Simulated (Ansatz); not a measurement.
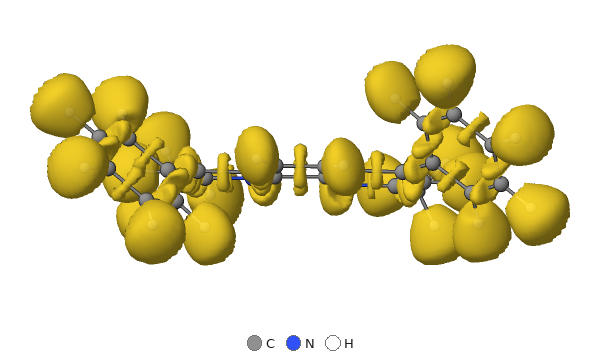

Figure. C₂₆H₂₀N₂ (BCP) (charge +1, doublet). Isosurface of the ELF at 0.85 (yellow), seen from one side. Only the valence region is drawn (cores and ρ < 0.01 e/Å³ removed).

Geometry: PBE-D4/def2-SVP.

Computed with Ansatz 0.2.0, UKS PBE0-D4/def2-TZVP.

```csv
atom,x (Å),y (Å),z (Å)
C,-3.4182,-3.9245,-0.6383
C,-2.7370,-2.5900,-0.5588
C,-3.4693,-1.3803,-0.6997
C,-2.8579,-0.1439,-0.4674
C,-3.6682,1.0882,-0.4736
C,-4.6183,1.3038,-1.5027
C,-5.4036,2.4604,-1.5109
C,-5.2758,3.4083,-0.4793
C,-4.3535,3.1961,0.5598
C,-3.5523,2.0494,0.5642
C,-1.4397,-0.1433,-0.2004
C,-0.6449,1.0337,-0.1137
C,0.7257,0.9767,0.1280
C,1.4240,-0.2613,0.1917
C,2.8371,-0.3802,0.4597
C,3.7427,0.7833,0.4928
C,4.7025,0.9019,1.5285
C,5.5771,1.9920,1.5627
C,5.5291,2.9679,0.5507
C,4.5972,2.8509,-0.4949
C,3.7079,1.7715,-0.5253
C,3.3477,-1.6656,0.6674
C,2.5219,-2.8102,0.5014
C,3.0951,-4.1958,0.5533
N,1.2114,-2.6834,0.2718
C,0.6606,-1.4727,0.0978
C,-0.7751,-1.4132,-0.1317
N,-1.4205,-2.5725,-0.3289
H,-3.7465,-4.1214,-1.6814
H,-4.3268,-3.9506,-0.0045
H,-2.7244,-4.7275,-0.3329
H,-4.5511,-1.4294,-0.8933
H,-4.7082,0.5727,-2.3199
H,-6.1219,2.6275,-2.3268
H,-5.9023,4.3128,-0.4829
H,-4.2693,3.9250,1.3793
H,-2.8650,1.8657,1.4032
H,-1.1247,2.0118,-0.2655
H,1.2817,1.9104,0.2986
H,4.7308,0.1494,2.3307
H,6.3026,2.0852,2.3839
H,6.2251,3.8198,0.5747
H,4.5746,3.6007,-1.2995
H,3.0119,1.6599,-1.3699
H,4.4217,-1.8044,0.8609
H,3.9942,-4.2830,-0.0886
H,3.4143,-4.4362,1.5901
H,2.3376,-4.9357,0.2398
```

### Where are the electrons localised?

The surface consists of 28 regions between bonded C–C atoms (shared pairs), four regions between bonded C–N atoms (shared pairs), 20 regions around hydrogen nuclei and two lobes on N, pointing away from the bonds (non-bonding electrons).

Values along the shortest contacts:
C–N (1.34 Å): the ELF peaks at about 0.90 between the atoms, as expected for a covalent bond. C–C (1.39 Å): the ELF peaks at about 0.95 between the atoms (localised, covalent bonding).
